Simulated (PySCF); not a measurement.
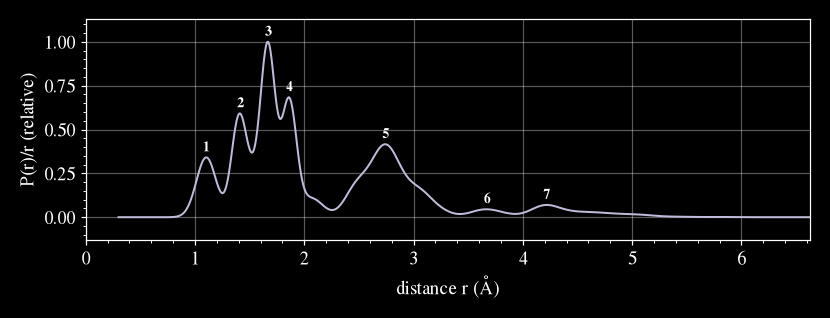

Simulated gas electron diffraction: radial distribution curve of C2H8OSi. Each pair of atoms contributes with weight ZᵢZⱼ/r; damping constant 0.001 Å²; vibrational amplitudes assumed, not computed: 0.05 Å for bonds, 0.078 Å for bonds to H, 0.06 + 0.015 r up to 0.15 Å for other pairs. The geometry is the end point of an optimisation (PySCF 2.14.0, density-fitted response routines, PBE0-D3(BJ)/def2-SVP geometry optimisation, gas phase); it may be a saddle point or a higher isomer. SMILES: CO[SiH2]C.

> Assign the numbered peaks of the radial distribution curve (– bonded, ··· not bonded).

Peak 1, 1.10 Å: C–H 1.10–1.11 Å (×6)
Peak 2, 1.41 Å: O–C 1.40 Å, Si–H 1.50 Å (×2), not resolved
Peak 3, 1.67 Å: Si–O 1.67 Å
Peak 4, 1.86 Å: Si–C 1.86 Å, O···H 2.04–2.08 Å (×3), not resolved
Peak 5, 2.74 Å: O···H 2.59 Å (×2), Si···C 2.71 Å, O···C 2.84 Å, not resolved; in its flanks Si···H 2.47–3.03 Å
Peak 6, 3.67 Å: Si···H 3.62 Å, H···H 3.65–3.70 Å (×4), O···H 3.79 Å, not resolved
Peak 7, 4.22 Å: C···C 4.20 Å, C···H 4.43–4.44 Å (×2), not resolved; in its flanks C···H 4.63–5.08 Å, H···H 4.76–5.42 Å
